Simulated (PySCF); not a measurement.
Molecule: C2H10N2O2Sn, SMILES CC[O][Sn]([NH2])([NH2])[OH]. Atoms near the plane z = 0.0 Å, at the GFN2-xTB optimised geometry (x, y, z in Å): Sn4 (-0.4, -0.8, 0.0), N5 (-1.2, 1.1, 0.0), N6 (1.6, -0.8, 0.0), H13 (-1.5, 1.3, 0.9), H14 (-2.0, 1.1, -0.6), H15 (2.0, 0.1, 0.1), H16 (2.0, -1.3, 0.8).

Calculation: B3LYP/def2-SVP, def2 effective core potentials past Kr run with PySCF 2.14.0. The core electrons that the potentials of Sn replace are not part of the density. Cells within 0.4 Å of a nucleus heavier than hydrogen are left out (blank, or x). The values are rescaled to run from 0 to 1.

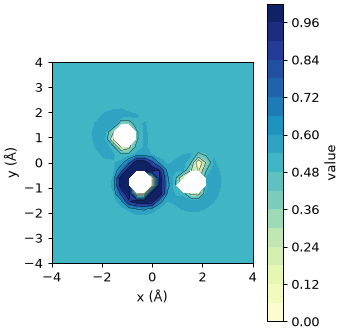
Fig. 1. a field on the plane z = 0.0 Å.

Which quantity is mapped?
A) an orbital amplitude
B) deformation density (molecule minus spherical neutral atoms)
C) Laplacian of the electron density
D) electron localisation function

C, Laplacian of the electron density. In full: Laplacian of the electron density (e/bohr⁵), clipped to [-1.50, 1.50].
